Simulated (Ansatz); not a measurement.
Consider ZrMo2C2.

Input file:

```
crystal:
  lattice:
    - [4.1642497501, 0.0, 0.0]
    - [0.0, 4.1642497501, 0.0]
    - [0.0, 0.0, 7.2665921025]
  atoms:
    - { symbol: Zr, position: [0.0, 0.5, 0.326544374] }
    - { symbol: Zr, position: [0.5, 0.0, 0.673455626] }
    - { symbol: Mo, position: [0.0, 0.0, 0.0] }
    - { symbol: Mo, position: [0.5, 0.5, 0.0] }
    - { symbol: Mo, position: [0.0, 0.5, 0.6954691266] }
    - { symbol: Mo, position: [0.5, 0.0, 0.3045308734] }
    - { symbol: C, position: [0.0, 0.0, 0.5] }
    - { symbol: C, position: [0.5, 0.5, 0.5] }
    - { symbol: C, position: [0.0, 0.5, 0.9824911276] }
    - { symbol: C, position: [0.5, 0.0, 0.0175088724] }
basis:
  ecutwfc: 420
kpoints:
  mp_grid: { grid: [10, 10, 6] }
hamiltonian:
  xc: pbe
scf:
  occupations: { method: gaussian, width: 0.1 }
output:
  forces: true
  stress: true
  eigenvalues: true
  write_density: true
  write_potential: true
  elf: true
  volumetric_format: npy
relax:
  adjacent_minimum: "off"
  f_tol: 0.01
  max_steps: 80
  cell: { stress_tol: 0.05 }
```

Command:

```sh
ansatz run input.yaml --threads 1 --pin off --max-ram 2560MiB --backend cpu --events-out ev --progress --plain --runs-dir out
```

Below, planes, directions and counts refer to the conventional cell (a = 4.16 Å, b = 4.16 Å, c = 7.27 Å, α = 90.00°, β = 90.00°, γ = 90.00°).

The fields are those of the run's last geometry, not of the input's.

Space group P4/nmm; a structure generated by program, which may or may not match a known phase; computed without spin polarisation.

Theory: Ansatz, DFT PBE, scalar-relativistic, plane waves, PAW.

### What will maps of the valence pseudo-density and electron localisation function show?

Mo–C (2.08 Å): the density is about 0.77 e/Å³ at the midpoint; the ELF peaks at about 0.75 in the valence shell of C, 0.6 Å from its nucleus, and drops to about 0.25 between the two atoms.
Zr–C (2.44 Å): ρ is about 0.36 e/Å³ halfway; the ELF peaks at about 0.75 in the valence shell of C, 0.7 Å from its nucleus, and is about 0.15 at the midpoint: no shared electron pair shows on this line.
Zr–Mo (2.68 Å): ρ at the midpoint is about 0.36 e/Å³; the ELF is about 0.25 at the midpoint: no shared electron pair shows on this line.

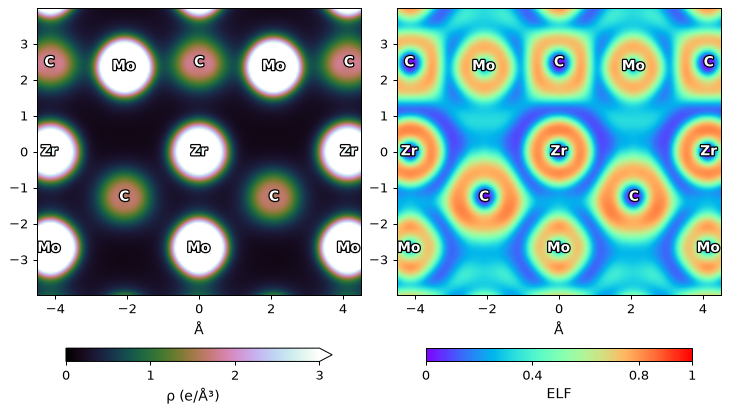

Computed valence pseudo-density and electron localisation function on the (010) plane of the conventional cell, in this order. 

In a PAW calculation such maps are meaningful between the atoms, not at the nuclei.
